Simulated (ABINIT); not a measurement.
# Excitons of TiO2 (Anatase) on ever denser meshes, part 2 of 2

How far does the k mesh set the exciton binding of TiO2 (Anatase)?

ABINIT 10.8.3; PBE and many-body steps on it, plane waves. Known limits of the many-body steps: not at the basis limit; bindings not settled in the k mesh.

So far. Step 5 (Model screening): The lowest state lies at 3.664 eV, 0.388 eV under the direct gap. Step 6 (Empty states on the mesh, 6×6×6 mesh, 36 bands): On this mesh the gap is 2.189 eV.

### Step 7. k mesh (6×6×6)

This step: Bethe-Salpeter equation on PBE with a scissors shift, plane waves, norm-conserving pseudopotentials.

run.abi reads:

```
acell 3*1.0 Angstrom
rprim 
  -1.892100000000 1.892100000000 4.757300000000
  1.892100000000 -1.892100000000 4.757300000000
  1.892100000000 1.892100000000 -4.757300000000
ntypat 2
znucl 22 8
natom 6
typat 1 1 2 2 2 2
xred 
  0.000000000000 0.000000000000 0.000000000000
  0.750000000000 0.250000000000 0.500000000000
  0.208100000000 0.208100000000 0.000000000000
  0.958100000000 0.458100000000 0.500000000000
  0.541900000000 0.041900000000 0.500000000000
  0.791900000000 0.791900000000 0.000000000000
pp_dirpath "pseudos"
pseudos "Ti.upf, O.upf"
ecut 38
ngkpt 6 6 6
nshiftk 1
shiftk 0 0 0
kptopt 1
chksymbreak 0
istwfk *1
occopt 1
irdwfk 1
optdriver 99
bs_calctype 1
mbpt_sciss 1.560 eV
bs_loband 23
nband 25
bs_exchange_term 1
bs_coulomb_term 21
bs_coupling 0
bs_algorithm 1
bs_freq_mesh 0 7 0.05 eV
zcut 0.1 eV
ecuteps 3
ecutwfn 19
inclvkb 2
mdf_epsinf 6.68
irdden 1
indata_prefix "in"
outdata_prefix "out"
tmpdata_prefix "tmp"
```

Launch:

```bash
OMP_NUM_THREADS=1 mpirun -n 4 abinit run.abi > log
```

Numbers of over 12 decimals in the logs are rounded to 6 here.

Log:

```text
.Version 10.8.3 of ABINIT. v10.8.2 released Aug 2026.

 Symmetries : space group I4_1/a m d (#141); Bravais tI (body-center tetrag.)
[... echo of the input left out ...]
== DATASET  1 ==================================================================
-   mpi_nproc: 4, omp_nthreads: 1 (-1 if OMP is not activated)

--- !DatasetInfo
iteration_state: {dtset: 1, }
dimensions: {natom: 6, nkpt: 30, mband: 25, nsppol: 1, nspinor: 1, nspden: 1, mpw: 1832, }
cutoff_energies: {ecut:  19.0, pawecutdg:  -1.0, }
electrons: {nelect:   4.80000000E+01, charge:   0.00000000E+00, occopt:   1.00000000E+00, tsmear:   1.00000000E-02, }

 Exciton: Calculation of dielectric properties by solving the Bethe-Salpeter equation
 in frequency domain and reciprocal space on a transitions basis set.
 Based on a program developed by L. Reining, V. Olevano, F. Sottile,
 S. Albrecht, and G. Onida. Incorporated in ABINIT by M. Giantomassi.

.Using double precision arithmetic ; gwpc =  8

[... cell and pseudopotentials left out ...]
--------------------------------------------------------------------------------

 ==== K-mesh for the wavefunctions ====
 Number of points in the irreducible wedge :    30
[... list of points left out ...]
 Together with 16 symmetry operations and time-reversal symmetry
 yields   216 points in the full Brillouin Zone.

 ==== Q-mesh for the screening function ====
 Number of points in the irreducible wedge :    30
[... list of points left out ...]
 Together with 16 symmetry operations and time-reversal symmetry
 yields   216 points in the full Brillouin Zone.

 vcoul_init : cutoff-mode = AUXILIARY_FUNCTION
 q-points for optical limit:   1
     1)      0.000010    0.000020    0.000030
 setmesh: FFT mesh size selected  =    72x   72x   72
[...]
average of density, n =  0.104320
 r_s =    1.3178
 omega_plasma =   31.1558 [eV]

. Writing resonant excitonic Hamiltonian on file out_BSR; file size=   0.00 [Gb].
 Direct diagonalization of the resonant excitonic Hamiltonian, Matrix size= 432
. Using LAPACK sequential version.
 Excitonic eigenvalues in eV up to n=   32
   3.76745   3.77123   3.78525   3.78972   3.85527   3.85744   3.86730   3.86875
   3.95223   3.95243   3.96456   3.96487   4.42442   4.42481   4.43241   4.44271
   4.44428   4.44827   4.45600   4.45635   4.45821   4.45841   4.46039   4.46923
   4.47248   4.47306   4.48106   4.48305   4.48396   4.48717   4.48774   4.48895

 First excitonic eigenvalue=    3.77 [eV]
 Last  excitonic eigenvalue=    5.54 [eV]

 GW  direct gap       4.06  0.00 [eV]
 EXC direct gap       3.77  0.00 [eV]
 EXC binding energy   0.30  0.00 [eV]

 Excitonic eigenvalues up to the GW energy gap [eV]
  1 (  3.77  0.00)
  2 (  3.77  0.00)
  3 (  3.79  0.00)
[...]
11 (  3.96  0.00)
 12 (  3.96  0.00)

 Macroscopic dielectric function:
 omega [eV] <KS_RPA_nlf>  <GW_RPA_nlf>  <BSE>
   0.0000   1.7648   0.0000   1.5149   0.0000   1.5553   0.0000
   0.0500   1.7650   0.0008   1.5150   0.0002   1.5554   0.0003
   0.1000   1.7656   0.0015   1.5152   0.0005   1.5556   0.0006
[...]
0.4000   1.7773   0.0064   1.5186   0.0018   1.5599   0.0023
   0.4500   1.7807   0.0072   1.5196   0.0021   1.5612   0.0026

 Writing KS-RPA macroscopic dielectric function without local fields to file: out_RPA_NLF_MDF
 Writing GW-RPA macroscopic dielectric function without local fields to file: out_GW_NLF_MDF
 Writing EXC Macroscopic dielectric function to file: out_EXC_MDF

== END DATASET(S) ==============================================================
================================================================================

 -outvars: echo values of variables after computation  --------
           etotal      0.0000000000E+00
            nband          25
             nkpt          30
          spgroup         141
 [... the other variables as echoed above ...]

 Calculation completed.
```

Run time: 3 min. Hardware: 4 MPI ranks of Arm Neoverse V1, shared host; peak memory 3.8 GiB.

This step gave:

```yaml
direct_gap_of_the_transition_levels: 4.064 eV
transitions_in_the_window: 432
first_strong_exciton_over_a_fiftieth_of_the_strongest_listed: 3.767 eV
lowest_state: 3.767 eV
binding_of_the_lowest_state_below_the_direct_gap: 0.2965 eV
coulomb_term_of_one_mesh_cell: 0.2497 eV
```

The binding is 1.2 times the screened Coulomb term of one mesh cell (0.25 eV), so it is not shown settled.

The lowest state lies at 3.767 eV, 0.297 eV under the direct gap.

### Step 8. Empty states on the mesh, 8×8×8 mesh, 36 bands

This step: DFT, PBE, plane waves, norm-conserving pseudopotentials.

run.abi: that of step 7 with these lines changed.

```diff
@@ -19,3 +19,3 @@
 ecut 38
-ngkpt 6 6 6
+ngkpt 8 8 8
 nshiftk 1
@@ -24,21 +24,10 @@
 chksymbreak 0
+iscf -2
+irdden 1
 istwfk *1
-occopt 1
-irdwfk 1
-optdriver 99
-bs_calctype 1
-mbpt_sciss 1.560 eV
-bs_loband 23
-nband 25
-bs_exchange_term 1
-bs_coulomb_term 21
-bs_coupling 0
-bs_algorithm 1
-bs_freq_mesh 0 7 0.05 eV
-zcut 0.1 eV
-ecuteps 3
-ecutwfn 19
-inclvkb 2
-mdf_epsinf 6.68
-irdden 1
+nband 36
+nbdbuf 4
+tolwfr 1e-09
+nstep 60
+prtvol 0
 indata_prefix "in"
```

Log:

```text
.Version 10.8.3 of ABINIT. v10.8.2 released Aug 2026.

 Symmetries : space group I4_1/a m d (#141); Bravais tI (body-center tetrag.)
[... echo of the input left out ...]
== DATASET  1 ==================================================================
-   mpi_nproc: 4, omp_nthreads: 1 (-1 if OMP is not activated)

--- !DatasetInfo
iteration_state: {dtset: 1, }
dimensions: {natom: 6, nkpt: 59, mband: 36, nsppol: 1, nspinor: 1, nspden: 1, mpw: 5174, }
cutoff_energies: {ecut:  38.0, pawecutdg:  -1.0, }
[...]
0.07584    0.07584    0.07756    0.12347    0.12360    0.12360    0.13465    0.13465
   0.23084    0.25826    0.29978    0.29978    0.30087    0.30087    0.33922    0.34945
   0.35017    0.38636    0.43142    0.59890
 prteigrs : prtvol=0 or 1, do not print more k-points.

== END DATASET(S) ==============================================================
================================================================================

 -outvars: echo values of variables after computation  --------
            nband          36
             nkpt          59
          spgroup         141
 [... the other variables as echoed above ...]

 Calculation completed.
```

The job ended after 96 s (4 MPI ranks; peak memory 0.47 GiB; 6.4 min of CPU time).

This step gave:

```yaml
gap: 2.186 eV
k_of_the_valence_top: -0.375, 0.375, 0
k_of_the_conduction_bottom: 0, 0, 0
least_direct_gap: 2.492 eV
k_points_computed: 59
lowest_point_of_the_top_converged_band_above_the_valence_top: 5.057 eV
```

On this mesh the gap is 2.186 eV.

### Step 9. k mesh (8×8×8)

This step: Bethe-Salpeter equation on PBE with a scissors shift, plane waves, norm-conserving pseudopotentials.

run.abi: that of step 8 with these lines changed.

```diff
@@ -24,10 +24,21 @@
 chksymbreak 0
-iscf -2
+istwfk *1
+occopt 1
+irdwfk 1
+optdriver 99
+bs_calctype 1
+mbpt_sciss 1.560 eV
+bs_loband 23
+nband 25
+bs_exchange_term 1
+bs_coulomb_term 21
+bs_coupling 0
+bs_algorithm 1
+bs_freq_mesh 0 7 0.05 eV
+zcut 0.1 eV
+ecuteps 3
+ecutwfn 19
+inclvkb 2
+mdf_epsinf 6.68
 irdden 1
-istwfk *1
-nband 36
-nbdbuf 4
-tolwfr 1e-09
-nstep 60
-prtvol 0
 indata_prefix "in"
```

Log:

```text
.Version 10.8.3 of ABINIT. v10.8.2 released Aug 2026.

 Symmetries : space group I4_1/a m d (#141); Bravais tI (body-center tetrag.)
[... echo of the input left out ...]
== DATASET  1 ==================================================================
-   mpi_nproc: 4, omp_nthreads: 1 (-1 if OMP is not activated)

--- !DatasetInfo
iteration_state: {dtset: 1, }
dimensions: {natom: 6, nkpt: 59, mband: 25, nsppol: 1, nspinor: 1, nspden: 1, mpw: 1831, }
cutoff_energies: {ecut:  19.0, pawecutdg:  -1.0, }
electrons: {nelect:   4.80000000E+01, charge:   0.00000000E+00, occopt:   1.00000000E+00, tsmear:   1.00000000E-02, }

 Exciton: Calculation of dielectric properties by solving the Bethe-Salpeter equation
 in frequency domain and reciprocal space on a transitions basis set.
 Based on a program developed by L. Reining, V. Olevano, F. Sottile,
 S. Albrecht, and G. Onida. Incorporated in ABINIT by M. Giantomassi.

.Using double precision arithmetic ; gwpc =  8

[... cell and pseudopotentials left out ...]
--------------------------------------------------------------------------------

 ==== K-mesh for the wavefunctions ====
 Number of points in the irreducible wedge :    59
[... list of points left out ...]
 Together with 16 symmetry operations and time-reversal symmetry
 yields   512 points in the full Brillouin Zone.

 ==== Q-mesh for the screening function ====
 Number of points in the irreducible wedge :    59
[... list of points left out ...]
 Together with 16 symmetry operations and time-reversal symmetry
 yields   512 points in the full Brillouin Zone.

 vcoul_init : cutoff-mode = AUXILIARY_FUNCTION
 q-points for optical limit:   1
     1)      0.000010    0.000020    0.000030
 setmesh: FFT mesh size selected  =    72x   72x   72
[...]
average of density, n =  0.104320
 r_s =    1.3178
 omega_plasma =   31.1559 [eV]

. Writing resonant excitonic Hamiltonian on file out_BSR; file size=   0.01 [Gb].
 Direct diagonalization of the resonant excitonic Hamiltonian, Matrix size= 1024
. Using LAPACK sequential version.
 Excitonic eigenvalues in eV up to n=   32
   3.82191   3.82351   3.83411   3.83577   3.90531   3.90692   3.91083   3.91303
   3.92160   3.92244   3.93673   3.93686   4.00665   4.00667   4.01935   4.01942
   4.24278   4.24339   4.26182   4.27727   4.27780   4.28696   4.30353   4.30416
   4.30494   4.30740   4.31211   4.31369   4.31551   4.31602   4.31748   4.31873

 First excitonic eigenvalue=    3.82 [eV]
 Last  excitonic eigenvalue=    5.69 [eV]

 GW  direct gap       4.05  0.00 [eV]
 EXC direct gap       3.82  0.00 [eV]
 EXC binding energy   0.23  0.00 [eV]

 Excitonic eigenvalues up to the GW energy gap [eV]
  1 (  3.82  0.00)
  2 (  3.82  0.00)
  3 (  3.83  0.00)
[...]
15 (  4.02  0.00)
 16 (  4.02  0.00)

 Macroscopic dielectric function:
 omega [eV] <KS_RPA_nlf>  <GW_RPA_nlf>  <BSE>
   0.0000   1.8186   0.0000   1.5537   0.0000   1.5961   0.0000
   0.0500   1.8188   0.0008   1.5538   0.0002   1.5962   0.0003
   0.1000   1.8194   0.0016   1.5539   0.0005   1.5964   0.0006
[...]
0.4000   1.8315   0.0066   1.5575   0.0019   1.6009   0.0024
   0.4500   1.8350   0.0075   1.5586   0.0022   1.6022   0.0028

 Writing KS-RPA macroscopic dielectric function without local fields to file: out_RPA_NLF_MDF
 Writing GW-RPA macroscopic dielectric function without local fields to file: out_GW_NLF_MDF
 Writing EXC Macroscopic dielectric function to file: out_EXC_MDF

== END DATASET(S) ==============================================================
================================================================================

 -outvars: echo values of variables after computation  --------
           etotal      0.0000000000E+00
            nband          25
             nkpt          59
          spgroup         141
 [... the other variables as echoed above ...]

 Calculation completed.
```

Elapsed: 16 min, on 4 MPI ranks; peak memory 7.5 GiB; 63 min of CPU time.

Numbers from this step:

```
direct gap of the transition levels                            : 4.052 eV
transitions in the window                                      : 1024
first strong exciton (over a fiftieth of the strongest listed) : 3.822 eV
lowest state                                                   : 3.822 eV
binding of the lowest state below the direct gap               : 0.2301 eV
Coulomb term of one mesh cell                                  : 0.1873 eV
```

The binding is 1.2 times the screened Coulomb term of one mesh cell (0.19 eV), so it is not shown settled.

The lowest state lies at 3.822 eV, 0.230 eV under the direct gap.

### Step 10. Window without empty bands

run.abi: that of step 9 with these lines changed.

```diff
@@ -19,3 +19,3 @@
 ecut 38
-ngkpt 8 8 8
+ngkpt 4 4 4
 nshiftk 1
@@ -30,6 +30,6 @@
 mbpt_sciss 1.560 eV
-bs_loband 23
-nband 25
+bs_loband 22
+nband 24
 bs_exchange_term 1
-bs_coulomb_term 21
+bs_coulomb_term 11
 bs_coupling 0
@@ -37,3 +37,3 @@
 bs_freq_mesh 0 7 0.05 eV
-zcut 0.1 eV
+zcut 0.15 eV
 ecuteps 3
@@ -41,4 +41,3 @@
 inclvkb 2
-mdf_epsinf 6.68
-irdden 1
+irdscr 1
 indata_prefix "in"
```

Log:

```text
.Version 10.8.3 of ABINIT. v10.8.2 released Aug 2026.

 Symmetries : space group I4_1/a m d (#141); Bravais tI (body-center tetrag.)
================================================================================
 Values of the parameters that define the memory need of the present run
     intxc =       0    ionmov =       0      iscf =       7    lmnmax =       6
     lnmax =       6     mgfft =      45  mpssoang =       3    mqgrid =    3001
     natom =       6  nloc_mem =       1    nspden =       1   nspinor =       1
    nsppol =       1      nsym =      16    n1xccc =    2501    ntypat =       2
    occopt =       1   xclevel =       2
-    mband =          24        mffmem =           1         mkmem =           4
       mpw =        1829          nfft =       91125          nkpt =          13
================================================================================
  Rough estimation (10% accuracy) of disk space for files :
================================================================================

--------------------------------------------------------------------------------
------------- Echo of variables that govern the present computation ------------
--------------------------------------------------------------------------------
 -outvars: echo values of preprocessed input variables --------
            acell      1.8897261259E+00  1.8897261259E+00  1.8897261259E+00 Bohr

     bs_algorithm           1
     bs_freq_mesh      0.00000000E+00  2.57245255E-01  1.83746611E-03 Hartree
        bs_loband          22
      chksymbreak           0
             ecut      1.90000000E+01 Hartree
          ecuteps      3.00000000E+00 Hartree
          ecutwfn      1.90000000E+01 Hartree
-          fftalg         312
           irdscr           1
[...]
- 22.00000  12.00000  171031                  znucl, zion, pspdat
12 -101130 2 -1 1586                          pspcod,pspxc,lmax,lloc,mmax
     nproj     2     2     2
  pspatm : epsatm=   14.68144553
         --- l  ekb(1:nproj) -->
[...]
pspatm: atomic psp has been read  and splines computed

- O Generated using ONCVPSP code by D. R. Hamann
-  8.00000   6.00000  171031                  znucl, zion, pspdat
12 -101130 2 -1 936                           pspcod,pspxc,lmax,lloc,mmax
     nproj     2     2     1
  pspatm : epsatm=    6.19545534
         --- l  ekb(1:nproj) -->
             0    6.056735    0.824024
             1   -4.717130   -1.149271
             2   -1.331955
 pspatm: atomic psp has been read  and splines computed

   2.59894620E+03                                ecore*ucvol(ha*bohr**3)
--------------------------------------------------------------------------------

 ==== K-mesh for the wavefunctions ====
 Number of points in the irreducible wedge :    13
 Reduced coordinates and weights :

     1)     0.00000000E+00  0.00000000E+00  0.00000000E+00       0.01563
     2)     2.50000000E-01  0.00000000E+00  0.00000000E+00       0.12500
     3)     5.00000000E-01  0.00000000E+00  0.00000000E+00       0.06250
[...]
Together with 16 symmetry operations and time-reversal symmetry
 yields    64 points in the full Brillouin Zone.

 ==== Q-mesh for the screening function ====
 Number of points in the irreducible wedge :    13
 Reduced coordinates and weights :

[...]
12)    -2.50000000E-01 -2.50000000E-01  2.50000000E-01       0.03125
    13)     5.00000000E-01  5.00000000E-01  5.00000000E-01       0.01563

 Together with 16 symmetry operations and time-reversal symmetry
 yields    64 points in the full Brillouin Zone.

--- !ERROR
message: |
    BSp%nbnds cannot be smaller than homo
    while BSp%nbnds = 24 and Dtset%nelect =    48.00

--- !ERROR
message: |
    BSp%nbnds cannot be smaller than homo
    while BSp%nbnds = 24 and Dtset%nelect =    48.00

--- from the log ---
BSp%nbnds cannot be smaller than homo
    while BSp%nbnds = 24 and Dtset%nelect =    48.00
```

Elapsed: 1.9 s, on 4 MPI ranks; peak memory 0.06 GiB.

The run stopped with an error after 1.9 s.

The program's words: BSp%nbnds cannot be smaller than homo while BSp%nbnds = 24 and Dtset%nelect =    48.00

The fault put into this input: window without empty bands.

### Step 11. The runs together

Times are wall times on 4 MPI ranks of Arm Neoverse V1, shared host, good to a factor of about two.

| run | mesh | transitions | broadening (eV) | direct gap (eV) | lowest state (eV) | binding (eV) | mesh cell's term (eV) | tallest peak (eV) | height | time |
| --- | --- | --- | --- | --- | --- | --- | --- | --- | --- | --- |
| model screening | 4×4×4 | 128 | 0.1 | 4.052 | 3.664 | 0.388 | 0.375 | 4.70 | 3.98 | 21 s |
| k mesh (6×6×6) | 6×6×6 | 432 | 0.1 | 4.064 | 3.767 | 0.297 | 0.250 | 4.50 | 4.21 | 3 min |
| k mesh (8×8×8) | 8×8×8 | 1024 | 0.1 | 4.052 | 3.822 | 0.230 | 0.187 | 4.70 | 3.50 | 16 min |

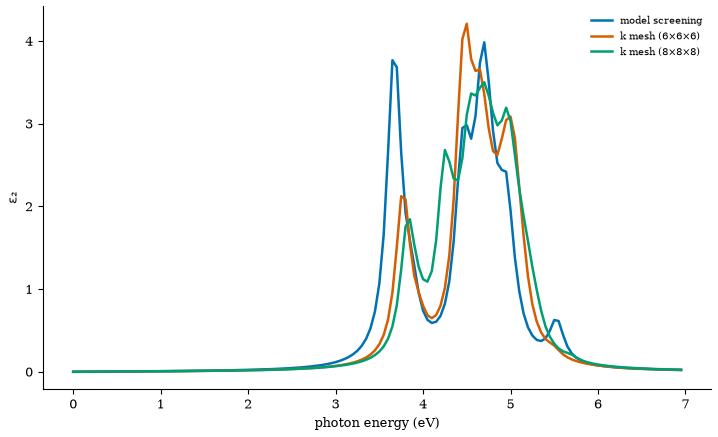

The spectra of the runs.

### Step 12. What came out

| Property | Result |
| --- | --- |
| model screening | lowest state 3.664 eV (not settled in the k mesh) |
| k mesh (6×6×6) | lowest state 3.767 eV (not settled in the k mesh) |
| k mesh (8×8×8) | lowest state 3.822 eV (not settled in the k mesh) |

**Reading.** On the 4×4×4 mesh the lowest exciton lies at 3.664 eV, 0.388 eV below the direct gap; one cell of the mesh carries a screened Coulomb term of 0.37 eV by a cubic estimate, rough for this lattice, so this binding is not shown settled. Between the two densest meshes the binding falls by 1.06 of the fall in the mesh cell's term (the screened Coulomb energy of a charge repeated on the supercell that the mesh stands for). The binding is still 1.2 times that term, so the mesh does not resolve the exciton and no limit can be drawn. k mesh (6×6×6), against «model screening (4×4×4)»: the lowest state moves by +0.104 eV (keys changed: ngkpt). k mesh (8×8×8), against «k mesh (6×6×6)»: the lowest state moves by +0.054 eV (keys changed: ngkpt). A rigid shift treats all transitions alike. In the G0W0 table the openings from the upper filled bands to the empty bands at the same k run from +1.56 to +1.80 eV (median +1.74), where the shift is +1.56 eV, so peaks stand off by such differences. Lines within a few meV of each other can be one level split by numerical noise, or distinct levels. Screening is static and electronic alone, and only transitions inside the band window count.

[Paths, hosts, dates, memory and timing lines, banners, echoed tables and standing remarks are left out of the program output.]

[Logs are printed without paths, hosts, clocks, repeated set-up lines and the standing remarks that a program may print on its own settings, such as how far it seeks lower states.]

[Runs of the session that timed out or met a known fault of the program may be left out.]

[Hosts, paths, dates, database ids (printed as entryN), source tags and the programs' standing remarks are cut or masked in the printed files.]

[G0W0 gaps are taken among the corrected bands and points alone; a level outside them can change the order at an edge.]

[Where Ansatz stands beside ABINIT at settings called matched, ABINIT's density can come from a denser mesh and the files from another edition; pairs whose starting gaps differed by over 0.03 eV were left out, so agreement reads better than it is.]
